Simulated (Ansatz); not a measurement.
Formation energy of the bound charge states of Ga vacancy + Si on the Ga site in wurtzite GaN (start: the Ga site; Ga 3.22 Å away; 96-site cell, 2×2×2 shifted sampling) against the Fermi level, N-rich (Δμ(Ga) = -0.88 eV, Δμ(Si) = -2.47 eV, bounded by beta Si3N4; only phases computed here count, gases as isolated molecules at 0 K). All values below come from PBE, PAW (plane waves to 420 eV; Ansatz, a first-principles code).

Details: 96-site cell; 2×2×2 shifted k-points; host gap 1.71 eV; charged states image-corrected; corrections pass 1 eV, so highly charged states may be off by several tenths; flagged in the runs: a host whose relaxation on this sampling wasn't shown to rest.

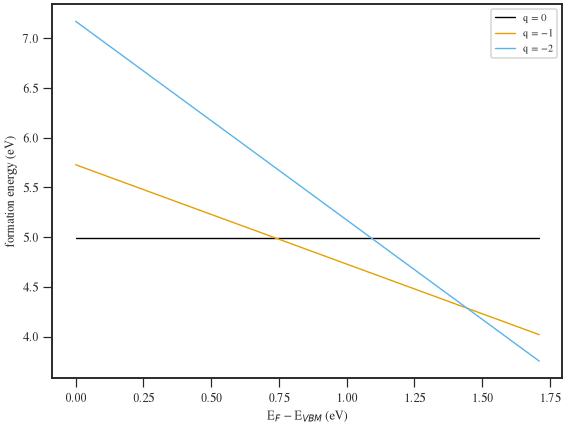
*Formation energy of each charge state against the Fermi level*

Crossings of the lowest lines: (0/−1) at 0.73 eV; (−1/−2) at 1.44 eV. At the valence-band maximum: q = 0: 5.00 eV; q = −1: 5.73 eV; q = −2: 7.17 eV.
